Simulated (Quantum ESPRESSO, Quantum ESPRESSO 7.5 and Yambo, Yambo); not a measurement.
**A GW chain in Yambo: MoS2 (P6_3/mmc)**

How does a plane-wave GW calculation on MoS2 (P6_3/mmc) run from the first input to the gap?

Calculated with Quantum ESPRESSO 7.5 and Yambo 5.3.0; PBE and many-body steps on it, plane waves.

The database entry behind the starting cell differs from later determinations by our own check (about 0.3 % long), so it need not match the best structure at ambient conditions.

### 1. Starting point

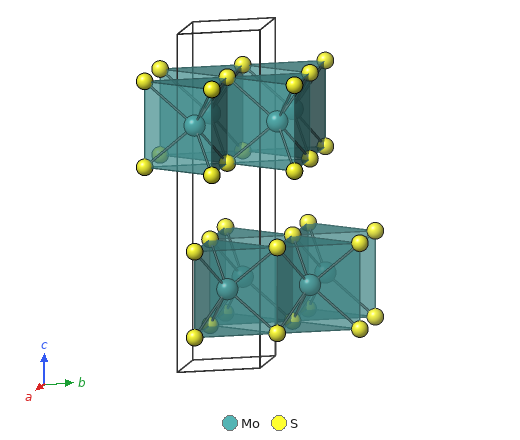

The starting structure, seen slightly off an axis (molybdenum teal, sulfur yellow). 2×2×1 cells are drawn. Some periodic images of atoms are drawn too.

The cell and positions come from the Crystallography Open Database and are kept as given unless a step says otherwise.

### 2. Ground state

This step: Quantum ESPRESSO 7.5; DFT, PBE, plane waves, norm-conserving pseudopotentials.

The ground-state density comes first.

Input file pw.in:

```
&control
  calculation = 'scf'
  prefix = 'x'
  outdir = 'o'
  pseudo_dir = 'pseudo'
/
&system
  ibrav = 0
  nat = 6
  ntyp = 2
  ecutwfc = 72.0
  nbnd = 33
  force_symmorphic = .true.
/
&electrons
  conv_thr = 1e-10
  electron_maxstep = 80
  mixing_beta = 0.5
/
ATOMIC_SPECIES
  Mo 95.95 Mo.upf
  S 32.06 S.upf
CELL_PARAMETERS angstrom
  3.1690000000 -0.0000000000 0.0000000000
  -1.5845000000 2.7444345046 0.0000000000
  0.0000000000 0.0000000000 12.3240000000
ATOMIC_POSITIONS crystal
  Mo 0.3333333333 0.6666666667 0.2500000000
  Mo 0.6666666667 0.3333333333 0.7500000000
  S 0.3333333333 0.6666666667 0.6230000000
  S 0.6666666667 0.3333333333 0.1230000000
  S 0.3333333333 0.6666666667 0.8770000000
  S 0.6666666667 0.3333333333 0.3770000000
K_POINTS automatic
  6 6 2 0 0 0
```

The run is started by

```bash
$ OMP_NUM_THREADS=1 mpirun -n 8 pw.x -nk 8 -in pw.in > pw.out
```

What it wrote:

```text
Program PWSCF v.7.5 starts

     This program is part of the open-source Quantum ESPRESSO suite
     for quantum simulation of materials; please cite
         "P. Giannozzi et al., J. Phys.:Condens. Matter 21 395502 (2009);
         "P. Giannozzi et al., J. Phys.:Condens. Matter 29 465901 (2017);
         "P. Giannozzi et al., J. Chem. Phys. 152 154105 (2020);
     in publications or presentations arising from this work. More details at
     Message from routine setup:
     using ibrav=0 with symmetry is DISCOURAGED, use correct ibrav instead

     G-vector sticks info

     bravais-lattice index     =            0
     lattice parameter (alat)  =       5.9885  a.u.
     unit-cell volume          =     723.3082 (a.u.)^3
     number of atoms/cell      =            6
     number of atomic types    =            2
     number of electrons       =        52.00
     number of Kohn-Sham states=           33
     kinetic-energy cutoff     =      72.0000  Ry
     charge density cutoff     =     288.0000  Ry
     scf convergence threshold =      1.0E-10
     mixing beta               =       0.5000
     number of iterations used =            8  plain     mixing
     Exchange-correlation= PBE
                           (   1   4   3   4   0   0   0)

     celldm(1)=   5.988542  celldm(2)=   0.000000  celldm(3)=   0.000000
     celldm(4)=   0.000000  celldm(5)=   0.000000  celldm(6)=   0.000000

     crystal axes: (cart. coord. in units of alat)
               a(1) = (   1.000000  -0.000000   0.000000 )
               a(2) = (  -0.500000   0.866025   0.000000 )
               a(3) = (   0.000000   0.000000   3.888924 )

     reciprocal axes: (cart. coord. in units 2 pi/alat)
               b(1) = (  1.000000  0.577350 -0.000000 )
               b(2) = (  0.000000  1.154701 -0.000000 )
               b(3) = ( -0.000000 -0.000000  0.257141 )
     Pseudo is Norm-conserving + core correction, Zval = 14.0
     Generated using ONCVPSP code by D. R. Hamann
     Using radial grid of 1640 points,  6 beta functions with:
     Pseudo is Norm-conserving + core correction, Zval =  6.0
     Generated using ONCVPSP code by D. R. Hamann
     Using radial grid of 1146 points,  6 beta functions with:
     Mo               14.00    95.95000     Mo( 1.00)
     S                 6.00    32.06000     S ( 1.00)

     12 Sym. Ops., with inversion, found

   Cartesian axes

     site n.     atom                  positions (alat units)
         1        Mo     tau(   1) = (  -0.0000000   0.5773503   0.9722310  )
         2        Mo     tau(   2) = (   0.5000000   0.2886751   2.9166930  )
         3        S      tau(   3) = (  -0.0000000   0.5773503   2.4227996  )
         4        S      tau(   4) = (   0.5000000   0.2886751   0.4783376  )
         5        S      tau(   5) = (  -0.0000000   0.5773503   3.4105863  )
         6        S      tau(   6) = (   0.5000000   0.2886751   1.4661243  )

     number of k points=    14
                       cart. coord. in units 2pi/alat
        k(    1) = (   0.0000000   0.0000000   0.0000000), wk =   0.0277778
        k(    2) = (   0.0000000   0.0000000  -0.1285703), wk =   0.0277778
        k(    3) = (   0.0000000   0.1924501   0.0000000), wk =   0.1666667
        k(    4) = (   0.0000000   0.1924501  -0.1285703), wk =   0.1666667
        k(    5) = (   0.0000000   0.3849002   0.0000000), wk =   0.1666667
        k(    6) = (   0.0000000   0.3849002  -0.1285703), wk =   0.1666667
        k(    7) = (   0.0000000  -0.5773503   0.0000000), wk =   0.0833333
        k(    8) = (   0.0000000  -0.5773503  -0.1285703), wk =   0.0833333
        k(    9) = (   0.1666667   0.2886751   0.0000000), wk =   0.1666667
        k(   10) = (   0.1666667   0.2886751  -0.1285703), wk =   0.1666667
        k(   11) = (   0.1666667   0.4811252   0.0000000), wk =   0.3333333
        k(   12) = (   0.1666667   0.4811252  -0.1285703), wk =   0.3333333
        k(   13) = (   0.3333333   0.5773503   0.0000000), wk =   0.0555556
        k(   14) = (   0.3333333   0.5773503  -0.1285703), wk =   0.0555556

     Dense  grid:    59645 G-vectors     FFT dimensions: (  36,  36, 125)

     Initial potential from superposition of free atoms

     starting charge      51.9970, renormalised to      52.0000
     Starting wfcs are   36 randomized atomic wfcs

     per-process dynamical memory:    52.9 Mb

     Self-consistent Calculation

     iteration #  1     ecut=    72.00 Ry     beta= 0.50

     total energy              =    -369.39247363 Ry
     estimated scf accuracy    <       0.89796415 Ry

     iteration #  2     ecut=    72.00 Ry     beta= 0.50

     total energy              =    -369.28614513 Ry
     estimated scf accuracy    <       3.50928158 Ry

     iteration #  3     ecut=    72.00 Ry     beta= 0.50

     total energy              =    -369.78652234 Ry
     estimated scf accuracy    <       0.03838184 Ry

     iteration #  4     ecut=    72.00 Ry     beta= 0.50

     total energy              =    -369.79123381 Ry
     estimated scf accuracy    <       0.00751408 Ry

     iteration #  5     ecut=    72.00 Ry     beta= 0.50

     total energy              =    -369.79086833 Ry
     estimated scf accuracy    <       0.01737656 Ry

     iteration #  6     ecut=    72.00 Ry     beta= 0.50

     total energy              =    -369.79262735 Ry
     estimated scf accuracy    <       0.00049220 Ry

     iteration #  7     ecut=    72.00 Ry     beta= 0.50

     total energy              =    -369.79266112 Ry
     estimated scf accuracy    <       0.00009850 Ry

     iteration #  8     ecut=    72.00 Ry     beta= 0.50

     total energy              =    -369.79267635 Ry
     estimated scf accuracy    <       0.00000359 Ry

     iteration #  9     ecut=    72.00 Ry     beta= 0.50

     total energy              =    -369.79267771 Ry
     estimated scf accuracy    <       0.00000078 Ry

     iteration # 10     ecut=    72.00 Ry     beta= 0.50

     total energy              =    -369.79267792 Ry
     estimated scf accuracy    <       0.00000006 Ry

     iteration # 11     ecut=    72.00 Ry     beta= 0.50

     total energy              =    -369.79267793 Ry
     estimated scf accuracy    <       0.00000002 Ry

     iteration # 12     ecut=    72.00 Ry     beta= 0.50

     total energy              =    -369.79267793 Ry
     estimated scf accuracy    <          2.1E-09 Ry

     iteration # 13     ecut=    72.00 Ry     beta= 0.50

     End of self-consistent calculation

          k = 0.0000 0.0000 0.0000 (  7437 PWs)   bands (ev):

   -50.5384 -50.5384 -24.6884 -24.6883 -24.4613 -24.4613 -24.4613 -24.4613
    -3.9616  -3.6916  -2.7522  -2.3099   4.1333   5.1658   7.5093   7.7226
     7.7226   7.7359   7.7359   8.8164   8.8164   8.8631   8.8631   9.8089
     9.8478  10.9922  13.0918  13.0918  13.1200  13.1200  13.2560  13.2560
    13.4279

          k = 0.0000 0.0000-0.1286 (  7394 PWs)   bands (ev):

   -50.5384 -50.5384 -24.6883 -24.6883 -24.4613 -24.4613 -24.4613 -24.4613
    -3.8469  -3.8469  -2.5134  -2.5134   4.5688   4.5688   7.7291   7.7291
     7.7291   7.7291   8.4343   8.4343   8.8397   8.8397   8.8397   8.8397
    10.7265  10.7265  13.0972  13.0972  13.0972  13.0972  13.3503  13.3503
    13.3503

          k = 0.0000 0.1925 0.0000 (  7442 PWs)   bands (ev):

   -50.5285 -50.5285 -24.6689 -24.6688 -24.5603 -24.5603 -24.4839 -24.4838
    -3.5570  -3.2955  -2.5591  -2.1681   4.5676   5.5623   6.8542   6.9304
     6.9989   7.7184   8.1219   8.1570   8.2525   8.3135   8.9356   9.8074
     9.8268  10.2214  12.4828  12.8459  12.8567  13.0505  13.0659  13.1601
    13.6280

          k = 0.0000 0.1925-0.1286 (  7432 PWs)   bands (ev):

     [... further k-points ...]

     highest occupied, lowest unoccupied level (ev):    10.9922   11.8810

!    total energy              =    -369.79267793 Ry
     estimated scf accuracy    <          4.6E-11 Ry

     The total energy is the sum of the following terms:
     one-electron contribution =    -171.31868462 Ry
     hartree contribution      =     107.97711229 Ry
     xc contribution           =     -66.75611785 Ry
     ewald contribution        =    -239.69498775 Ry

     convergence has been achieved in  13 iterations

     XML data file, charge density, pseudopotentials, collected wavefunctions

=------------------------------------------------------------------------------=
   JOB DONE.
=------------------------------------------------------------------------------=
```

Wall time 15 s (8 MPI ranks of Arm Neoverse V2, shared host); peak memory 0.81 GiB.

Numbers from this step:

```yaml
total_energy: -5031.2857 eV
gap: 0.8888 eV
k_of_the_valence_top: 0, 0, 0
k_of_the_conduction_bottom: 0.1667, 0.1667, 0
least_direct_gap: 1.654 eV
```

The gap is indirect, with the least direct gap 0.77 eV higher.

### 3. Bands along the symmetry lines

The cheap functional maps the bands first; the places of the edges decide which points the dearer methods must see.

Input file pw.in:

```
&control
  calculation = 'bands'
  prefix = 'x'
  outdir = 'o'
  pseudo_dir = 'pseudo'
/
&system
  ibrav = 0
  nat = 6
  ntyp = 2
  ecutwfc = 72.0
  nbnd = 32
  force_symmorphic = .true.
/
&electrons
  conv_thr = 1e-9
  electron_maxstep = 80
  diago_full_acc = .true.
  diago_thr_init = 5e-6
/
ATOMIC_SPECIES
  Mo 95.95 Mo.upf
  S 32.06 S.upf
CELL_PARAMETERS angstrom
  3.1690000000 -0.0000000000 0.0000000000
  -1.5845000000 2.7444345046 0.0000000000
  0.0000000000 0.0000000000 12.3240000000
ATOMIC_POSITIONS crystal
  Mo 0.3333333333 0.6666666667 0.2500000000
  Mo 0.6666666667 0.3333333333 0.7500000000
  S 0.3333333333 0.6666666667 0.6230000000
  S 0.6666666667 0.3333333333 0.1230000000
  S 0.3333333333 0.6666666667 0.8770000000
  S 0.6666666667 0.3333333333 0.3770000000
K_POINTS crystal
  75
  0.00000000 0.00000000 0.00000000 1
  0.06250000 0.00000000 0.00000000 1
  0.12500000 0.00000000 0.00000000 1
  0.18750000 0.00000000 0.00000000 1
  0.25000000 0.00000000 0.00000000 1
  0.31250000 0.00000000 0.00000000 1
  0.37500000 0.00000000 0.00000000 1
  0.43750000 0.00000000 0.00000000 1
  0.50000000 0.00000000 0.00000000 1
  0.47916667 0.04166667 0.00000000 1
  0.45833333 0.08333333 0.00000000 1
  0.43750000 0.12500000 0.00000000 1
  0.41666666 0.16666666 0.00000000 1
  0.39583333 0.20833333 0.00000000 1
  0.37500000 0.25000000 0.00000000 1
  0.35416666 0.29166666 0.00000000 1
  0.33333333 0.33333333 0.00000000 1
  0.29166666 0.29166666 0.00000000 1
  0.25000000 0.25000000 0.00000000 1
  0.20833333 0.20833333 0.00000000 1
  0.16666666 0.16666666 0.00000000 1
  0.12500000 0.12500000 0.00000000 1
  0.08333333 0.08333333 0.00000000 1
  0.04166667 0.04166667 0.00000000 1
  0.00000000 0.00000000 0.00000000 1
  0.00000000 0.00000000 0.06250000 1
  0.00000000 0.00000000 0.12500000 1
  0.00000000 0.00000000 0.18750000 1
  0.00000000 0.00000000 0.25000000 1
  0.00000000 0.00000000 0.31250000 1
  0.00000000 0.00000000 0.37500000 1
  0.00000000 0.00000000 0.43750000 1
  0.00000000 0.00000000 0.50000000 1
  0.06250000 0.00000000 0.50000000 1
  0.12500000 0.00000000 0.50000000 1
  0.18750000 0.00000000 0.50000000 1
  0.25000000 0.00000000 0.50000000 1
  0.31250000 0.00000000 0.50000000 1
  0.37500000 0.00000000 0.50000000 1
  0.43750000 0.00000000 0.50000000 1
  0.50000000 0.00000000 0.50000000 1
  0.47916667 0.04166667 0.50000000 1
  0.45833333 0.08333333 0.50000000 1
  0.43750000 0.12500000 0.50000000 1
  0.41666666 0.16666666 0.50000000 1
  0.39583333 0.20833333 0.50000000 1
  0.37500000 0.25000000 0.50000000 1
  0.35416666 0.29166666 0.50000000 1
  0.33333333 0.33333333 0.50000000 1
  0.29166666 0.29166666 0.50000000 1
  0.25000000 0.25000000 0.50000000 1
  0.20833333 0.20833333 0.50000000 1
  0.16666666 0.16666666 0.50000000 1
  0.12500000 0.12500000 0.50000000 1
  0.08333333 0.08333333 0.50000000 1
  0.04166667 0.04166667 0.50000000 1
  0.00000000 0.00000000 0.50000000 1
  0.50000000 0.00000000 0.50000000 1
  0.50000000 0.00000000 0.43750000 1
  0.50000000 0.00000000 0.37500000 1
  0.50000000 0.00000000 0.31250000 1
  0.50000000 0.00000000 0.25000000 1
  0.50000000 0.00000000 0.18750000 1
  0.50000000 0.00000000 0.12500000 1
  0.50000000 0.00000000 0.06250000 1
  0.50000000 0.00000000 0.00000000 1
  0.33333333 0.33333333 0.50000000 1
  0.33333333 0.33333333 0.43750000 1
  0.33333333 0.33333333 0.37500000 1
  0.33333333 0.33333333 0.31250000 1
  0.33333333 0.33333333 0.25000000 1
  0.33333333 0.33333333 0.18750000 1
  0.33333333 0.33333333 0.12500000 1
  0.33333333 0.33333333 0.06250000 1
  0.33333333 0.33333333 0.00000000 1
```

What it wrote:

```text
[banner, memory and clock lines left out]
Program PWSCF v.7.5 starts

     Atomic positions and unit cell read from directory:
     o/x.save/

     Message from routine setup:
     using ibrav=0 with symmetry is DISCOURAGED, use correct ibrav instead

     G-vector sticks info

     bravais-lattice index     =            0
     lattice parameter (alat)  =       5.9885  a.u.
     unit-cell volume          =     723.3082 (a.u.)^3
     number of atoms/cell      =            6
     number of atomic types    =            2
     number of electrons       =        52.00
     number of Kohn-Sham states=           32
     kinetic-energy cutoff     =      72.0000  Ry
     charge density cutoff     =     288.0000  Ry
     Exchange-correlation= PBE
                           (   1   4   3   4   0   0   0)

     celldm(1)=   5.988542  celldm(2)=   0.000000  celldm(3)=   0.000000
     celldm(4)=   0.000000  celldm(5)=   0.000000  celldm(6)=   0.000000

     crystal axes: (cart. coord. in units of alat)
               a(1) = (   1.000000  -0.000000   0.000000 )
               a(2) = (  -0.500000   0.866025   0.000000 )
               a(3) = (   0.000000   0.000000   3.888924 )

     reciprocal axes: (cart. coord. in units 2 pi/alat)
               b(1) = (  1.000000  0.577350 -0.000000 )
               b(2) = (  0.000000  1.154701 -0.000000 )
               b(3) = ( -0.000000 -0.000000  0.257141 )
     Pseudo is Norm-conserving + core correction, Zval = 14.0
     Generated using ONCVPSP code by D. R. Hamann
     Using radial grid of 1640 points,  6 beta functions with:
     Pseudo is Norm-conserving + core correction, Zval =  6.0
     Generated using ONCVPSP code by D. R. Hamann
     Using radial grid of 1146 points,  6 beta functions with:
     Mo               14.00    95.95000     Mo( 1.00)
     S                 6.00    32.06000     S ( 1.00)

     12 Sym. Ops., with inversion, found

   Cartesian axes

     site n.     atom                  positions (alat units)
         1        Mo     tau(   1) = (  -0.0000000   0.5773503   0.9722310  )
         2        Mo     tau(   2) = (   0.5000000   0.2886751   2.9166930  )
         3        S      tau(   3) = (  -0.0000000   0.5773503   2.4227996  )
         4        S      tau(   4) = (   0.5000000   0.2886751   0.4783376  )
         5        S      tau(   5) = (  -0.0000000   0.5773503   3.4105863  )
         6        S      tau(   6) = (   0.5000000   0.2886751   1.4661243  )

     number of k points=    75
                       cart. coord. in units 2pi/alat
        k(    1) = (   0.0000000   0.0000000   0.0000000), wk =   0.0266667
        k(    2) = (   0.0625000   0.0360844   0.0000000), wk =   0.0266667
        k(    3) = (   0.1250000   0.0721688   0.0000000), wk =   0.0266667
[...]
[... 63 further rows ...]
        k(   74) = (   0.3333333   0.5773503   0.0160713), wk =   0.0266667
        k(   75) = (   0.3333333   0.5773503   0.0000000), wk =   0.0266667

     Dense  grid:    59645 G-vectors     FFT dimensions: (  36,  36, 125)

     The potential is recalculated from file :
     o/x.save/charge-density

     Starting wfcs are   36 randomized atomic wfcs

     Band Structure Calculation

     End of band structure calculation

          k = 0.0000 0.0000 0.0000 (  7437 PWs)   bands (ev):

   -50.5384 -50.5384 -24.6885 -24.6884 -24.4614 -24.4614 -24.4613 -24.4613
    -3.9616  -3.6916  -2.7522  -2.3099   4.1333   5.1657   7.5093   7.7226
     7.7226   7.7359   7.7359   8.8164   8.8164   8.8630   8.8630   9.8089
[...]
k = 0.0625 0.0361 0.0000 (  7418 PWs)   bands (ev):

[...]
k = 0.1250 0.0722 0.0000 (  7444 PWs)   bands (ev):

[...]
k = 0.3333 0.5774 0.0161 (  7467 PWs)   bands (ev):

[...]
k = 0.3333 0.5774 0.0000 (  7476 PWs)   bands (ev):

[...]
6.0822   6.3466   6.7920   6.7920   7.2036   7.2036   8.2946   8.2947
    10.2282  10.3901  12.0439  12.0439  12.8356  13.8283  13.8283  13.8590

     XML data file, pseudopotentials, collected wavefunctions
```

Elapsed: 21 s, on 8 MPI ranks; peak memory 0.71 GiB.

This step gave:

| Property | Result |
| --- | --- |
| gap | 0.8888 eV |
| k of the valence top | 0, 0, 0 |
| k of the conduction bottom | 0.1667, 0.1667, 0 |
| least direct gap | 1.654 eV |

The gap is 0.889 eV, as in the run before at this level.

Electronic bands along the path, in eV, zero at the top of the highest filled band:

```csv
point,band 23,band 24,band 25,band 26,band 27,band 28,band 29,band 30
Γ,-2.13,-1.18,-1.14,0.00,2.10,2.10,2.13,2.13
M,-1.73,-1.53,-1.40,-1.27,1.60,1.65,2.00,2.26
K,-2.70,-2.70,-0.76,-0.60,1.05,1.05,1.84,2.84
Γ,-2.13,-1.18,-1.14,0.00,2.10,2.10,2.13,2.13
A,-2.15,-2.15,-0.27,-0.27,2.10,2.10,2.10,2.11
L,-1.63,-1.63,-1.33,-1.33,1.62,1.62,2.14,2.14
H,-2.87,-2.87,-0.69,-0.69,1.05,1.05,2.30,2.30
A,-2.15,-2.15,-0.27,-0.27,2.10,2.10,2.11,2.11
jump to L,-1.63,-1.63,-1.33,-1.33,1.62,1.62,2.14,2.14
M,-1.73,-1.53,-1.40,-1.27,1.60,1.65,2.00,2.26
jump to H,-2.87,-2.87,-0.69,-0.69,1.05,1.05,2.30,2.30
K,-2.70,-2.70,-0.76,-0.60,1.05,1.05,1.84,2.84
```

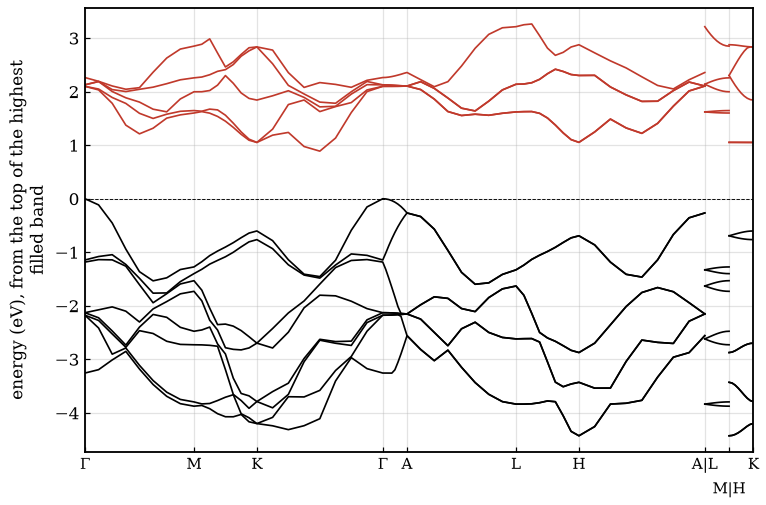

Electronic bands along the path; lines of filled and empty bands in two colours.

(Part 1 of 3 ends here.)

[Paths, hosts, dates, memory and timing lines, banners, echoed tables and standing remarks are left out of the program output.]

[Logs are printed without paths, hosts, clocks, repeated set-up lines and the standing remarks that a program may print on its own settings, such as how far it seeks lower states.]

[Runs of the session that timed out or met a known fault of the program may be left out.]

[Hosts, paths, dates, database ids (printed as entryN), source tags and the programs' standing remarks are cut or masked in the printed files.]
